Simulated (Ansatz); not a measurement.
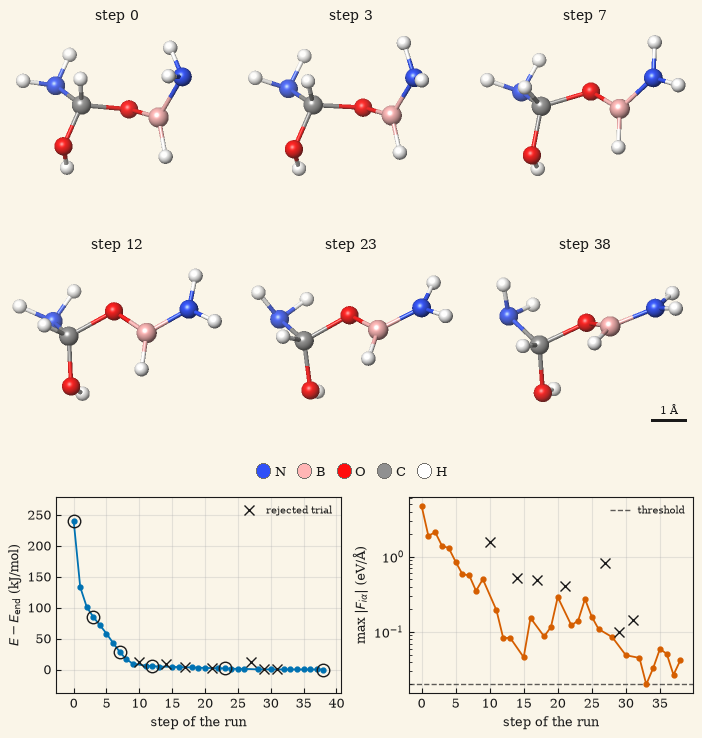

Frames of a relaxation of CH7BN2O2, marked on the history of the run. The picture is a ball-and-stick view, seen at a tilt.

The run prepares the start of a later molecular dynamics calculation, from a guessed geometry.

The calculation used Ansatz 0.2.0, RKS BLYP/STO-3G. Set-up: no spin polarisation; force threshold 0.02 eV/Å; at most 40 steps.

Q: Describe the path.

A: The relaxation stopped without meeting its thresholds, so the last structure isn't shown to be converged. After 31 accepted moves (38 points after the start) the energy has fallen by 240.7 kJ/mol. Largest force component: 4.8 eV/Å at the start, 0.042 eV/Å at the end. The line search rejected the trial steps at points 10, 14, 17, 21, 27, 29, 31 of the run. An H atom moves most after the best rigid fit: 2.01 Å. Largest moves by element: H 2.01 Å, O 1.01 Å, B 0.91 Å, N 0.49 Å, C 0.43 Å. Some distances before and after: B–N 1.560 → 1.418 Å, C–O 1.358 → 1.465 Å, B–O 1.502 → 1.399 Å, H–N 1.010 → 1.078 Å. Bond angles that change, for instance: B–N–H 102.5° → 124.4°, B–N–H 106.6° → 123.1°, B–O–C 106.1° → 115.3°. Groups turn about C–N by about 100°, B–O by about 90°, C–O by about 20°. The run took 38 s on 1 thread of AMD EPYC 9B45 (Zen 5), with other jobs on the host, peak memory 0.15 GiB. From step 0 to 3: an H atom moves most (0.57 Å), energy −155.9 kJ/mol. From step 3 to 7: an H atom moves most (0.71 Å), energy −56.2 kJ/mol. From step 7 to 12: an O atom moves most (0.52 Å), energy −23.2 kJ/mol. From step 12 to 23: H atoms move most (0.59 Å), energy −3.72 kJ/mol. From step 23 to 38: an H atom moves most (0.57 Å), energy −1.66 kJ/mol.

| step | E − E(0), kJ/mol | largest force component, eV/Å | note |
| --- | --- | --- | --- |
| 0 | 0.00 | 4.8004 |  |
| 1 | -107.43 | 1.9041 |  |
| 2 | -139.90 | 2.1298 |  |
| 3 | -155.95 | 1.4019 |  |
| 4 | -169.06 | 1.3074 |  |
| 5 | -182.68 | 0.8613 |  |
| 6 | -197.76 | 0.5871 |  |
| 7 | -212.13 | 0.5664 |  |
| 8 | -224.08 | 0.3524 |  |
| 9 | -231.23 | 0.5038 |  |
| 10 | -229.38 | 1.5711 | rejected |
| 11 | -234.64 | 0.1944 |  |
| 13 | -235.90 | 0.0838 |  |
| 14 | -231.38 | 0.5228 | rejected |
| 16 | -236.84 | 0.1535 |  |
| 17 | -236.03 | 0.4853 | rejected |
| 19 | -237.84 | 0.1161 |  |
| 20 | -238.13 | 0.2910 |  |
| 22 | -238.69 | 0.1223 |  |
| 23 | -239.05 | 0.1418 |  |
| 25 | -239.69 | 0.1592 |  |
| 26 | -239.69 | 0.1091 |  |
| 28 | -240.43 | 0.0853 |  |
| 29 | -240.40 | 0.1008 | rejected |
| 31 | -240.36 | 0.1432 | rejected |
| 32 | -240.59 | 0.0450 |  |
| 34 | -240.64 | 0.0327 |  |
| 35 | -240.66 | 0.0590 |  |
| 37 | -240.70 | 0.0268 |  |
| 38 | -240.71 | 0.0419 |  |

Limits of the set-up: STO-3G is a minimal basis, so the numbers are rough.
